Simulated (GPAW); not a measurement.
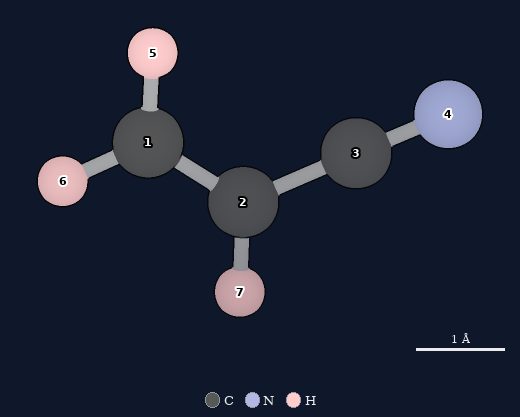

The input geometry (ball-and-stick view, seen at a tilt; atoms are numbered from 1 in the order of the input).

**Calculation of the molecule and its ions of C$_{3}$H$_{3}$N (part 1 of 2)**

- system: C$_{3}$H$_{3}$N
- method: SVWN5/plane waves, scalar-relativistic datasets (GPAW 26.7.0)

The geometry comes from this level: GFN2-xTB.

## Input file (calc.py)
```python
import numpy as np
from ase import Atoms
from ase.units import Bohr
from gpaw import GPAW, PW, setup_paths
from gpaw.atom.configurations import parameters
from gpaw.atom.generator import Generator

# Structure
positions_bohr = np.array(
              [[ -1.016125,   1.562142,  -0.659288],
               [  0.707457,   0.196720,   0.549003],
               [  0.785994,  -2.465110,   0.416533],
               [  0.862887,  -4.627958,   0.323956],
               [ -2.452770,   0.691337,  -1.811000],
               [ -1.045359,   3.592747,  -0.532393],
               [  2.157897,   1.050140,   1.713188]])
molecule = Atoms('CCCNHHH', positions=positions_bohr * Bohr)
molecule.center(vacuum=5.0)

# No datasets are shipped for this functional: make them
for symbol in ['C', 'H', 'N']:
    Generator(symbol, xcname='LDA_X+LDA_C_VWN', scalarrel=True, nofiles=True, txt=None).run(**parameters[symbol])
setup_paths.insert(0, '.')

energies = {}
for name, charge, unpaired in [('neutral', 0, 0), ('oxidised', 1, 1), ('reduced', -1, 1)]:
    molecule.set_initial_magnetic_moments([unpaired / len(molecule)] * len(molecule))
    gpaw_calc = GPAW(mode=PW(520),
                     occupations={'name': 'fermi-dirac', 'width': 0.0, 'fixmagmom': unpaired > 0},
                     charge=charge,
                     maxiter=150,
                     symmetry='off',
                     xc='LDA_X+LDA_C_VWN',
                     txt='-')
    molecule.calc = gpaw_calc
    energies[name] = molecule.get_potential_energy()
    print(f'{name:10} {energies[name]:12.5f} eV')

ip = energies['oxidised'] - energies['neutral']
print(f'Vertical IP             {ip:.3f} eV')
ea = energies['neutral'] - energies['reduced']
print(f'Vertical EA             {ea:.3f} eV')
```

Launch command:
```bash
python3 calc.py
```

## The program's output
```
__  _  _
 | _ |_)|_||  |
 |__||  | ||/\| - 26.7.0

units:  Angstrom and eV
cores:  1
OpenMP: False

Versions:
  Python: 3.12.14
  ASE:    3.29.0
  Numpy:  2.5.5
  Scipy:  1.18.1
  Libxc:  7.0.0

        _gpaw.cpython-312-aarch64-linux-gnu.so

Input parameters:
  mode=PW(ecut=520.0),
  charge=0.0,
  maxiter=150,
  occupations=Occupations(name='fermi-dirac', width=0.0, fixmagmom=False),
  symmetry=Symmetry(point_group=False, time_reversal=False),
  xc=XC(name='LDA_X+LDA_C_VWN')

Diagonalizing LCAO Hamiltonian
Converting LCAO to pw mode
          .------------------------------.
         /|                              |
        / |                              |
       /  |                              |
      /   |                              |
     /    |                              |
    /     |                              |
   /      |                              |
  /       |                              |
 *        |                              |
 |        |              H               |
 |        |          HC                  |
 |        |          CC                  |
 |        |       H  N                   |
 |        |                              |
 |        .------------------------------.
 |       /                              /
 |      /                              /
 |     /                              /
 |    /                              /
 |   /                              /
 |  /                              /
 | /                              /
 |/                              /
 *------------------------------*

Atoms  # Å, Bohr magnetons
|   | symbol |        x |        y |        z |    initial magnetic moments |
|---|--------|----------|----------|----------|-----------------------------|
| 0 |      C | 5.760240 | 8.275660 | 5.609460 | ( 0.0000,  0.0000,  0.0000) |
| 1 |      C | 6.672320 | 7.553110 | 6.248860 | ( 0.0000,  0.0000,  0.0000) |
| 2 |      C | 6.713880 | 6.144530 | 6.178760 | ( 0.0000,  0.0000,  0.0000) |
| 3 |      N | 6.754570 | 5.000000 | 6.129770 | ( 0.0000,  0.0000,  0.0000) |
| 4 |      H | 5.000000 | 7.814850 | 5.000000 | ( 0.0000,  0.0000,  0.0000) |
| 5 |      H | 5.744770 | 9.350210 | 5.676610 | ( 0.0000,  0.0000,  0.0000) |
| 6 |      H | 7.439860 | 8.004720 | 6.864920 | ( 0.0000,  0.0000,  0.0000) |

Unit cell  # Å
| periodic |         x |         y |         z |   lengths |    angles |
|----------|-----------|-----------|-----------|-----------|-----------|
|       no | 12.439860 |  0.000000 |  0.000000 | 12.439860 | 90.000000 |
|       no |  0.000000 | 14.350210 |  0.000000 | 14.350210 | 90.000000 |
|       no |  0.000000 |  0.000000 | 11.864920 | 11.864920 | 90.000000 |

Number of symmetries: 1
Symmetry operations  # r_c * U_cc + t_c -> r_c
|   | kind |            matrix            |
|---|------|------------------------------|
| 0 |  E   |  1, 0, 0,  0, 1, 0,  0, 0, 1 |

BZ-sampling:
  Number of BZ points: 1
  Number of IBZ points: 1

  Monkhorst-Pack size: [1, 1, 1]
  Monkhorst-Pack shift: [0, 0, 0]

K-points  # in reciprocal-cell coordinates
|   |                                coordinates |     weight |
|---|--------------------------------------------|------------|
| 0 | (  0.00000000,   0.00000000,   0.00000000) | 1.00000000 |

Plane wave coefficients: 28504
Cutoff: 520.0 eV

Spin-components: 1 (collinear spins)
Bands:           16
Projectors:      29
Spin-degeneracy: 2
Datatype:        float64

  Storage: CPU
  Wave functions: 7_297_024 bytes (7_297_024 per core)
  Projectors: 13_225_856 bytes (13_225_856 per core)

Parallelization:
  kpt:    1
  domain: 1
  band:   1

Density:
  Valence electrons: 20.0
  Components: 1
  Grid points: [70 80 63]
  Charge: 0.0  # |e|

Potential:
  Grid points: [70 80 63]

species:
  C:
    name:    Carbon
    Z:       6.0
    valence: 4
    core:    2
    charge:  0.0  # [|e|]
    file:    C.LDA_X+LDA_C_VWN
    compensation charges:
      type: gauss
      rc: 0.20  # [Å]
      lmax: 2
    cutoffs:
      filter: 1.14  # [Å]
      core: 1.14  # [Å]
    projectors
    | kind |    occ | energy [eV] | rcut [Å] |
    |------|--------|-------------|----------|
    |   2s |  2.000 |     -13.640 |    0.635 |
    |   2p |  2.000 |      -5.415 |    0.635 |
    |    s |        |      13.571 |    0.635 |
    |    p |        |      21.796 |    0.635 |
    |    d |        |       0.000 |    0.635 |

    Using partial waves for C as LCAO basis

  N:
    name:    Nitrogen
    Z:       7.0
    valence: 5
    core:    2
    charge:  0.0  # [|e|]
    file:    N.LDA_X+LDA_C_VWN
    compensation charges:
      type: gauss
      rc: 0.18  # [Å]
      lmax: 2
    cutoffs:
      filter: 1.11  # [Å]
      core: 0.96  # [Å]
    projectors
    | kind |    occ | energy [eV] | rcut [Å] |
    |------|--------|-------------|----------|
    |   2s |  2.000 |     -18.423 |    0.603 |
    |   2p |  3.000 |      -7.240 |    0.529 |
    |    s |        |       8.789 |    0.603 |
    |    p |        |      19.972 |    0.529 |
    |    d |        |       0.000 |    0.577 |

    Using partial waves for N as LCAO basis

  H:
    name:    Hydrogen
    Z:       1.0
    valence: 1
    core:    0
    charge:  0.0  # [|e|]
    file:    H.LDA_X+LDA_C_VWN
    compensation charges:
      type: gauss
      rc: 0.15  # [Å]
      lmax: 2
    cutoffs:
      filter: 0.85  # [Å]
      core: 0.53  # [Å]
    projectors
    | kind |    occ | energy [eV] | rcut [Å] |
    |------|--------|-------------|----------|
    |   1s |  1.000 |      -6.354 |    0.476 |
    |    s |        |      20.858 |    0.476 |
    |    p |        |       0.000 |    0.476 |

    Using partial waves for H as LCAO basis

Reference energy: -4563.831853  # eV

eigensolver:
  PPCG
  Converge bands: occupied
  niter=2

density mixing:
  MSR1-Mixer
  Pratt-step length: 0.05
  Maximum mixing coefficient: 0.75
  Old densities: 10
  SVD Regularization: 0.005
  Good broyden scale: 1.0
  Trust region scale: 1.0
  Backstep threshold: 4.0
  History deletion threshold: 6.0
  Fourier metric: weight=20.0, sigma=0.015

occupation numbers:
  # Zero width

poisson solver:
  ecut: 4160.0  # eV

xc functional:
  name: None

Initialization done in: 1.445 s

convergence criteria:
- Maximum [total energy] change in last 3 cyles: 0.0005 eV / valence electron
- Maximum integral of absolute [dens]ity change: 0.0001 electrons / valence electron
- Maximum integral of absolute [eigenst]ate change: 4e-08 eV^2 / valence electron
maximum number of iterations: 150

SCF iterations
|iter     |     time |      energy | eigst |  dens |
|---------|----------|-------------|-------|-------|
|iter:   1| 00:00:02 |  -51.956361 | +0.73 |       |
|iter:   2| 00:00:04 |  -51.197044 | -1.02 | -0.63 |
|iter:   3| 00:00:06 |  -47.400464 | -0.32 | -0.66 |
|iter:   4| 00:00:07 |  -47.392234 | -0.82 | -1.15 |
|iter:   5| 00:00:09 |  -47.001363 | -1.29 | -1.25 |
|iter:   6| 00:00:11 |  -46.993124 | -2.75 | -1.70 |
|iter:   7| 00:00:12 |  -46.992795c| -3.94 | -2.39 |
|iter:   8| 00:00:14 |  -46.992832c| -5.00 | -2.71 |
|iter:   9| 00:00:16 |  -46.992844c| -5.97 | -3.14 |
|iter:  10| 00:00:17 |  -46.992844c| -7.15 | -3.80 |
|iter:  11| 00:00:19 |  -46.992844c| -7.59c| -4.40c|

Converged in 11 steps
SCF loop duration: 17.050 s (1.550 s/step)
Energy contributions relative to reference atoms: (reference = -4563.831853)

Energy contributions:
  Kinetic:          49.169021
  Coulomb:         -53.057091
  Zero:             -0.011835
  External:          0.000000
  Xc:              -43.092939
  Entropy:           0.000000
  Spinorbit:         0.000000
  ----------------------------
  Free energy:     -46.992844
  Extrapolated:    -46.992844

dipole moment: (-0.091979, 0.823625, -0.010617)  # |e|*Ang

Fermi level: -5.069
Eigenvalues  # (at kpt = [0.000, 0.000, 0.000])
| band index |      eig [eV] | occ [0-2] |
|------------|---------------|-----------|
|          0 |       -22.697 |     2.000 |
|        ... |               |           |
|          2 |       -16.292 |     2.000 |
|          3 |       -13.302 |     2.000 |
|          4 |       -11.905 |     2.000 |
|          5 |        -9.969 |     2.000 |
|          6 |        -9.666 |     2.000 |
|          7 |        -8.572 |     2.000 |
|          8 |        -8.436 |     2.000 |
|          9 |        -7.378 |     2.000 |
|         10 |        -2.760 |     0.000 |
|         11 |        -0.763 |     0.000 |
|         12 |        -0.153 |     0.000 |
|         13 |         0.267 |     0.000 |
|         14 |         0.378 |     0.000 |
|         15 |         0.982 |     0.000 |

Gap: 4.618 eV
Transition (v -> c):
  (s=0, k=0, n=9, [0.00, 0.00, 0.00]) -> (s=0, k=0, n=10, [0.00, 0.00, 0.00])
No difference between direct/indirect transitions
vacuum-level: 0.208  # V
neutral       -46.99284 eV
  __  _  _
 | _ |_)|_||  |
 |__||  | ||/\| - 26.7.0

units:  Angstrom and eV
cores:  1
OpenMP: False

Versions:
  Python: 3.12.14
  ASE:    3.29.0
  Numpy:  2.5.5
  Scipy:  1.18.1
  Libxc:  7.0.0

        _gpaw.cpython-312-aarch64-linux-gnu.so

Input parameters:
  mode=PW(ecut=520.0),
  charge=1,
  maxiter=150,
  occupations=Occupations(name='fermi-dirac', width=0.0, fixmagmom=True),
  symmetry=Symmetry(point_group=False, time_reversal=False),
  xc=XC(name='LDA_X+LDA_C_VWN')

timing:  # [seconds]
  Total: 18.542  # ━━━━━━━━━━━━━━━━━━━━━━━━━━━━━━━━━━━━━━━━━━━━━━━━━━━━━━━━━━
  Init:   1.445  # ━━━━╸
  SCF:   17.050  # ━━━━━━━━━━━━━━━━━━━━━━━━━━━━━━━━━━━━━━━━━━━━━━━━━━━━━╸

Max RSS: 637.961  # MiB

Diagonalizing LCAO Hamiltonian
Converting LCAO to pw mode
          .------------------------------.
         /|                              |
        / |                              |
       /  |                              |
      /   |                              |
     /    |                              |
    /     |                              |
   /      |                              |
  /       |                              |
 *        |                              |
 |        |              H               |
 |        |          HC                  |
 |        |          CC                  |
 |        |       H  N                   |
 |        |                              |
 |        .------------------------------.
 |       /                              /
 |      /                              /
 |     /                              /
 |    /                              /
 |   /                              /
 |  /                              /
 | /                              /
 |/                              /
 *------------------------------*

Atoms  # Å, Bohr magnetons
|   | symbol |        x |        y |        z |    initial magnetic moments |
|---|--------|----------|----------|----------|-----------------------------|
| 0 |      C | 5.760240 | 8.275660 | 5.609460 | ( 0.0000,  0.0000,  0.1429) |
| 1 |      C | 6.672320 | 7.553110 | 6.248860 | ( 0.0000,  0.0000,  0.1429) |
| 2 |      C | 6.713880 | 6.144530 | 6.178760 | ( 0.0000,  0.0000,  0.1429) |
| 3 |      N | 6.754570 | 5.000000 | 6.129770 | ( 0.0000,  0.0000,  0.1429) |
| 4 |      H | 5.000000 | 7.814850 | 5.000000 | ( 0.0000,  0.0000,  0.1429) |
| 5 |      H | 5.744770 | 9.350210 | 5.676610 | ( 0.0000,  0.0000,  0.1429) |
| 6 |      H | 7.439860 | 8.004720 | 6.864920 | ( 0.0000,  0.0000,  0.1429) |

Unit cell  # Å
| periodic |         x |         y |         z |   lengths |    angles |
|----------|-----------|-----------|-----------|-----------|-----------|
|       no | 12.439860 |  0.000000 |  0.000000 | 12.439860 | 90.000000 |
|       no |  0.000000 | 14.350210 |  0.000000 | 14.350210 | 90.000000 |
|       no |  0.000000 |  0.000000 | 11.864920 | 11.864920 | 90.000000 |

Number of symmetries: 1
Symmetry operations  # r_c * U_cc + t_c -> r_c
|   | kind |            matrix            |
|---|------|------------------------------|
| 0 |  E   |  1, 0, 0,  0, 1, 0,  0, 0, 1 |

BZ-sampling:
  Number of BZ points: 1
  Number of IBZ points: 1

  Monkhorst-Pack size: [1, 1, 1]
  Monkhorst-Pack shift: [0, 0, 0]

K-points  # in reciprocal-cell coordinates
|   |                                coordinates |     weight |
|---|--------------------------------------------|------------|
| 0 | (  0.00000000,   0.00000000,   0.00000000) | 1.00000000 |

Plane wave coefficients: 28504
Cutoff: 520.0 eV

Spin-components: 2 (collinear spins)
Bands:           16
Projectors:      29
Spin-degeneracy: 1
Datatype:        float64

  Storage: CPU
  Wave functions: 14_594_048 bytes (14_594_048 per core)
  Projectors: 13_225_856 bytes (13_225_856 per core)

Parallelization:
  kpt:    1
  domain: 1
  band:   1

Density:
  Valence electrons: 20.0
  Components: 2
  Grid points: [70 80 63]
  Charge: 1.0  # |e|

Potential:
  Grid points: [70 80 63]

species:
  C:
    name:    Carbon
    Z:       6.0
    valence: 4
    core:    2
    charge:  0.0  # [|e|]
    file:    C.LDA_X+LDA_C_VWN
    compensation charges:
      type: gauss
      rc: 0.20  # [Å]
      lmax: 2
    cutoffs:
      filter: 1.14  # [Å]
      core: 1.14  # [Å]
    projectors
    | kind |    occ | energy [eV] | rcut [Å] |
    |------|--------|-------------|----------|
    |   2s |  2.000 |     -13.640 |    0.635 |
    |   2p |  2.000 |      -5.415 |    0.635 |
    |    s |        |      13.571 |    0.635 |
    |    p |        |      21.796 |    0.635 |
    |    d |        |       0.000 |    0.635 |

    Using partial waves for C as LCAO basis
```
